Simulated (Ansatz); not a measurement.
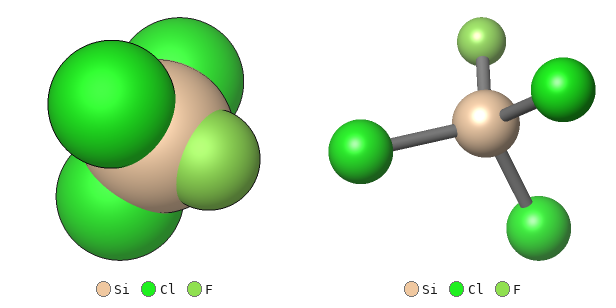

Both panels show the same species.

Description:

The molecule is SiCl3F. This geometry has C3v symmetry. Coordination: 1 Si tetrahedral.

The parts below concern this one geometry. Atoms keep their numbers from picture to picture. The computed structure is the end point of a PBE0-D4/def2-TZVP optimisation.

Geometry

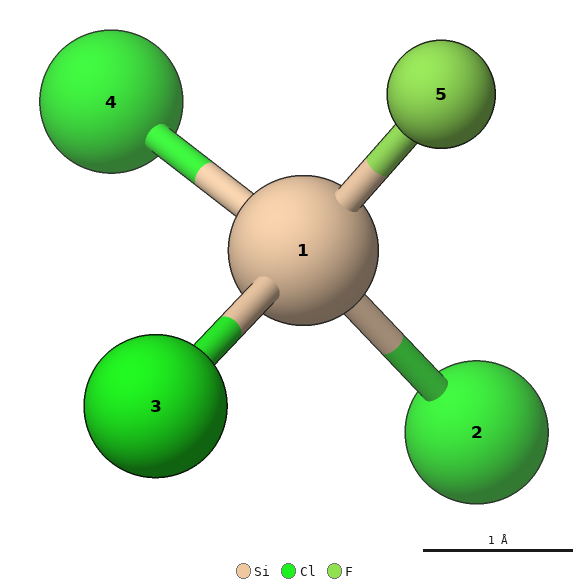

Atoms carry their numbers in the input.

List the bonds and their lengths.

```csv
bond,length (Å)
Si1–Cl2,2.014
Si1–Cl3,2.014
Si1–Cl4,2.014
Si1–F5,1.575
```

Charges

The questions are on Mulliken charges. Method: RKS PBE0-D4/def2-TZVP (Ansatz 0.2.0).

Give the Mulliken charges atom by atom.

```csv
atom,value (e)
Si1,0.74
Cl2,−0.16
Cl3,−0.16
Cl4,−0.16
F5,−0.25
```

Electronic properties

Level of theory: RKS PBE0-D4/def2-TZVP (Ansatz 0.2.0).

> Estimate the dipole moment.

0.55 D.

> Estimate the harmonic zero-point energy.

22.7 kJ/mol.

Thermal motion

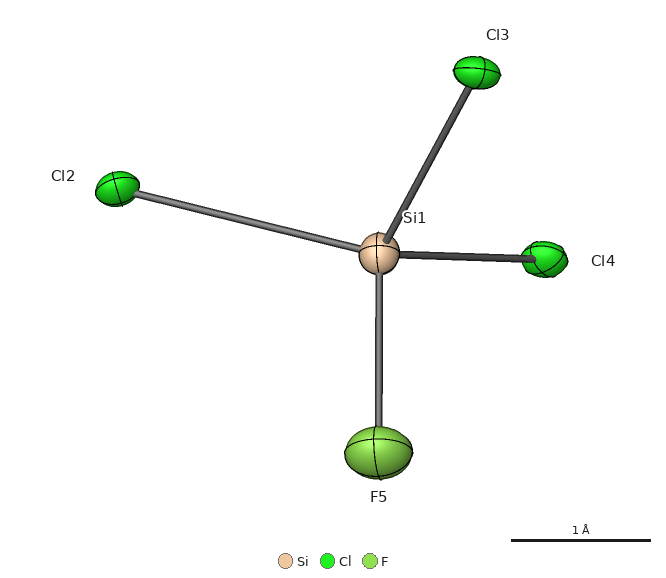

Displacement ellipsoids at the 50 % level, enlarged 3 times, from the internal vibrations of the free molecule (harmonic, no overall translation or rotation; no half-axis is drawn under 0.075 Å). Vibrations computed with RKS PBE0-D4/def2-TZVP (Ansatz 0.2.0). Temperature: 100 K.

List U_eq and the three principal root-mean-square amplitudes for each kind of atom.

```
         atom  U_eq (Å²)   rms amplitudes (Å)
          Si1     0.0010  0.031, 0.031, 0.034
Cl2, Cl3, Cl4     0.0011  0.025, 0.035, 0.038
           F5     0.0024  0.039, 0.053, 0.053
```

Mulliken values depend strongly on the basis set and can even reverse the polarity of a bond.
